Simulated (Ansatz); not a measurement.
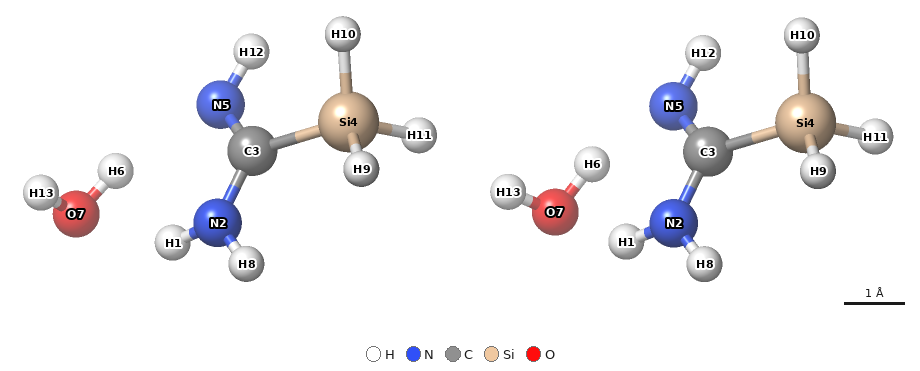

Two geometries of CH8N2OSi, drawn at one scale. One is the start of a relaxation, the other its converged end. Style: ball-and-stick. Shown at a tilt.

Theory: UKS PBE-D4/6-31G* (Ansatz 0.2.0). (collinear spin; force threshold 0.03 eV/Å; at most 50 steps)

**Which geometry has the lower energy?**

The right one is the relaxed one. The run prepares an end point of a later path (reaction) calculation, from a guessed geometry. The atom that moves furthest after the best rigid fit is H6 (0.39 Å). Largest moves by element: H 0.39 Å, O 0.35 Å, N 0.12 Å, C 0.08 Å, Si 0.07 Å. Near-neighbour distances that change, for instance: H6–O7 0.980 → 1.007 Å, H1–N2 1.024 → 1.041 Å, C3–N5 1.301 → 1.308 Å, C3–Si4 1.911 → 1.917 Å. The energy falls by 14.7 kJ/mol in 7 geometry steps. The largest force component goes from 0.39 to 0.021 eV/Å.

Limits of the set-up: the start holds two separate molecules, 2.2 Å apart at their closest, whose relative position is a soft coordinate.
